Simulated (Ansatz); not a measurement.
```yaml
crystal:
  periodic: [false, false, false]
  atoms:
    - {symbol: O, position_ang: [-2.310394, 0.878859, -1.794440]}
    - {symbol: Si, position_ang: [-1.530347, -0.516532, -1.502547]}
    - {symbol: Cl, position_ang: [-0.556187, -1.206522, -3.163397]}
    - {symbol: C, position_ang: [-0.252669, -0.294871, -0.216338]}
    - {symbol: C, position_ang: [0.587436, -0.132516, 0.644222]}
    - {symbol: Si, position_ang: [1.860222, 0.091945, 1.914989]}
    - {symbol: Cl, position_ang: [0.991133, -0.026239, 3.750898]}
    - {symbol: Cl, position_ang: [2.711831, 1.924685, 1.669139]}
    - {symbol: H, position_ang: [-1.799214, 1.662502, -2.004970]}
    - {symbol: H, position_ang: [-2.541514, -1.499137, -1.089221]}
    - {symbol: H, position_ang: [2.905205, -0.939173, 1.812267]}
basis:
  gaussian: {orbitals: def2-TZVPP}
total_charge: 1
magnetization: {spin_polarized: true, initial_magnetization: 1}
hamiltonian: {xc: {name: B2PLYP}}
```

Geometry: the geometry of the neutral molecule.

What structure does this define?

Formula C2H3Cl3OSi2(+). It is an open-shell species. Coordination: 1 O bent; 2 Si tetrahedral; 2 C linear.

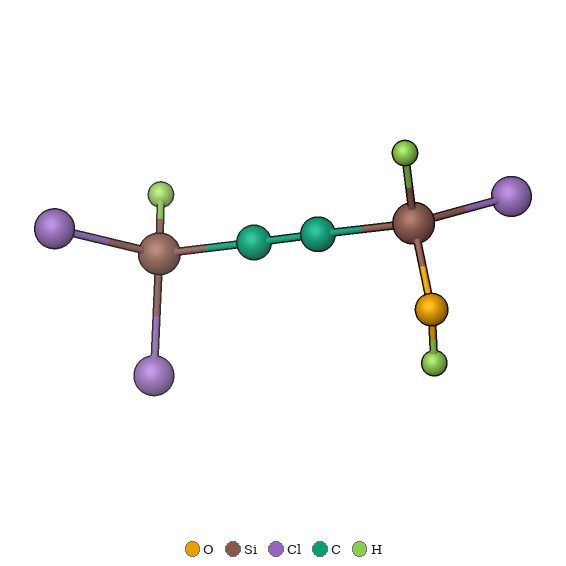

Simulated data, not a measurement (program: Ansatz).
